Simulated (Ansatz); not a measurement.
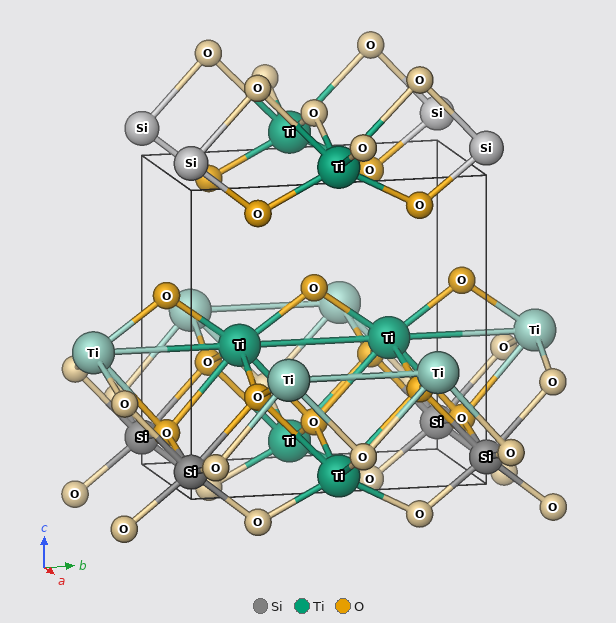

A ball-and-stick rendering, viewed slightly off an axis. Atoms at the boundary of the conventional unit cell (the box) are drawn once for each face, edge or corner they touch. Outside the box, the atoms bonded to those within are drawn, in fainter colours.

Ti$_{3}$SiO$_{8}$, space group Pmm2 (No. 25), a = 3.639 Å, b = 5.878 Å, c = 6.046 Å, α = 90.00°, β = 90.00°, γ = 90.00°. The initial geometry was a structure type filled with these elements by a generator (whether the compound takes this form wasn't checked). Earlier steps of the study, as a rule a relaxation of our own, may have changed the cell and positions, so they can lie some per cent off the listed ones. Ansatz was used for an electronic-structure calculation on it.

This one geometry was computed with Ansatz (DFT, plane waves, PAW) at four levels of theory: PBE, PBE0, r2SCAN and HSE06. It was relaxed beforehand with r2SCAN.

### Which level gives the highest pressure at this volume, and what does that say about its equilibrium volume?

Highest: PBE (5.4 GPa), which points to the largest equilibrium volume. Lowest, with the smallest volume: PBE0 (-2.3 GPa) and HSE06 (-2.2 GPa). Levels within 0.5 GPa of each other can't be told apart.

### How does the band gap change with the level of theory?

PBE: a gap of 2.94 eV, indirect; r2SCAN: a gap of 3.30 eV, indirect; HSE06: a gap of 4.53 eV, indirect; PBE0: a gap of 5.29 eV, indirect.

### Collect the results in a table.

| level | cutoff (eV) | k-mesh of the run's cell | gap (eV) | pressure (GPa) |
| --- | --- | --- | --- | --- |
| PBE | 420 | 8×4×4 | 2.94 | 5.4 |
| PBE0 | 420 | 4×4×4 | 5.29 | -2.3 |
| r2SCAN | 500 | 8×4×4 | 3.30 | 0.0 |
| HSE06 | 420 | 4×4×4 | 4.53 | -2.2 |

Gaps are taken on the k-mesh or band path of each run.
